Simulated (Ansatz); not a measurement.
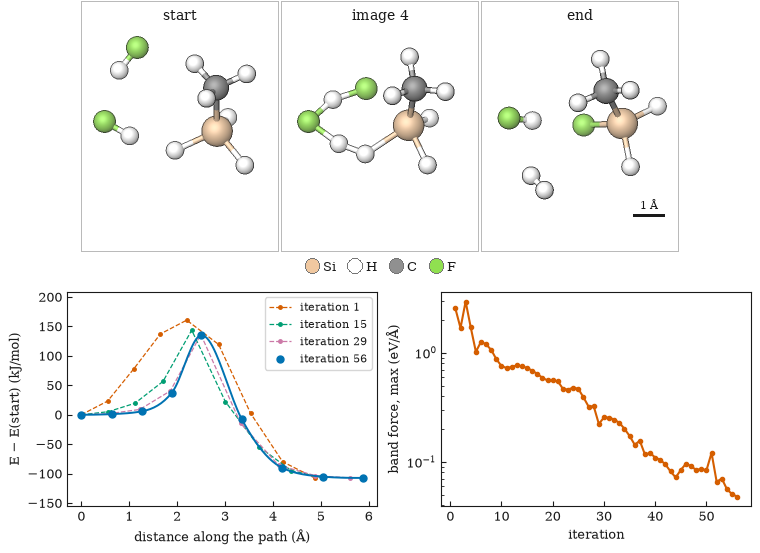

NEB run on CH8F2Si. Images are numbered from 0 (start) to 8 (end). The plot follows the band through its iterations. The picture is a ball-and-stick view, seen at a tilt.

These are results of RKS CAM-B3LYP-D4/def2-mTZVP in Ansatz, not measurements. Set-up: 7 movable images; climbing image from the first iteration; force threshold 0.05 eV/Å; iteration limit 60; optimiser FIRE; starting path through a guess of the saddle point.

> Judge this run.

The run is converged, with reservations. The band converged in 56 iterations. The largest component of the band force went from 2.5 to 0.048 eV/Å. The climbing image converged on the top of the path. Its curvatures weren't checked. The first iteration put the highest image at 160.7 kJ/mol. Forward barrier 135.1 kJ/mol, backward barrier 242.3 kJ/mol, with image 4 at the top; the reaction energy is −107.3 kJ/mol.

The run took 15 min on 4 threads of Arm Neoverse N1, on a shared host, peak memory 0.27 GiB.
